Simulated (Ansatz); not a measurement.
Reaction (SMILES): [BH] (BH) (closed-shell singlet) → B atom + H atom
B3LYP-D3(BJ)/def2-TZVP geometries, fixed; electronic energies without zero-point terms.

Basis-set convergence of the atomisation energy at HF with Ansatz (a first-principles code). Cartesian d functions, on some or all atoms, in 6-31G*; all else is spherical. A restricted Hartree-Fock determinant is unstable towards unrestricted orbitals. Open shells are unrestricted. No added dispersion term, no relativity. Functions are those of the species that has most. Reference: the value in aug-cc-pV5Z, 61.79 kcal/mol, itself unsure by roughly 0.05 kcal/mol (its mean distance from pcseg-4, aug-pcseg-3, aug-cc-pVQZ). Deviations are taken from unrounded values.

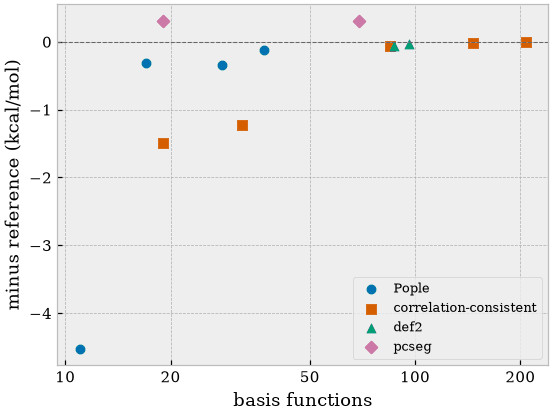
Figure. Deviation from the reference against the number of basis functions, by family of sets.

```csv
basis,functions,atomisation energy (kcal/mol),minus reference (kcal/mol)
6-31G,11,57.26,-4.53
6-31G*,17,61.47,-0.31
cc-pVDZ,19,60.30,-1.49
pcseg-1,19,62.09,0.30
6-311+G**,28,61.45,-0.34
aug-cc-pVDZ,32,60.57,-1.22
"6-311++G(2d,2p)",37,61.67,-0.12
aug-pcseg-2,69,62.10,0.31
cc-pVQZ,85,61.73,-0.06
def2-QZVPP,87,61.73,-0.06
def2-QZVPPD,96,61.75,-0.03
cc-pV5Z,146,61.77,-0.02
aug-cc-pV5Z,207,61.79,0.00
```
